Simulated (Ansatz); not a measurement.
Read the following structure.

```
CELL_PARAMETERS angstrom
3.21837 0.00000 0.00000
-1.60919 2.78719 0.00000
0.00000 0.00000 5.24317
ATOMIC_POSITIONS crystal
Ga 0.66667 0.33333 0.49913
Ga 0.33333 0.66667 0.99913
N 0.66667 0.33333 0.87587
N 0.33333 0.66667 0.37587
```

**Summarise the structure in words.**

The solid is GaN. Space group P6_3mc (No. 186), lattice primitive hexagonal. The prototype is wurtzite. Cell content: 2 Ga, 2 N, that is 2 formula units. The Ga atoms are each bonded to four N in a tetrahedral arrangement at 1.97 to 1.98 Å. N bonds to four Ga in a tetrahedral arrangement at 1.97 to 1.98 Å. The bonds build a three-dimensional framework.

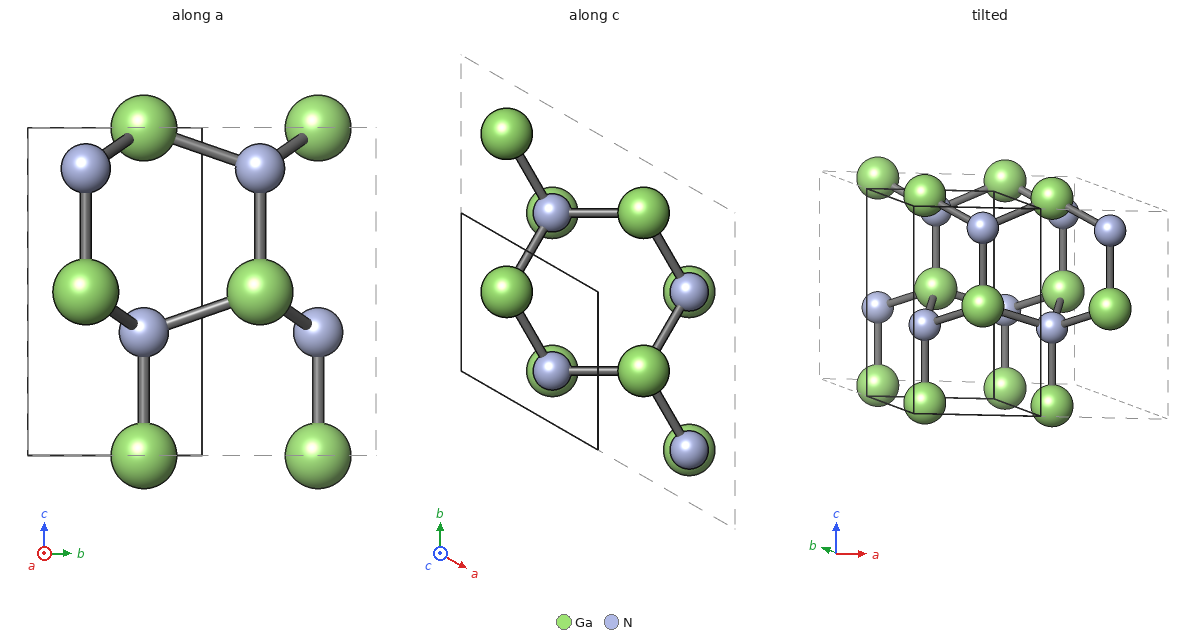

Figure: ball-and-stick view along the a axis, along the c axis and slightly off an axis. The drawing covers 2×2×1 cells, and the solid lines enclose one conventional unit cell. Colours: gallium green, nitrogen light blue.

The structure comes from a structure listed in the Materials Project. Earlier steps of the study may have refined or changed the cell and positions. An electronic-structure calculation with Ansatz was run on it.
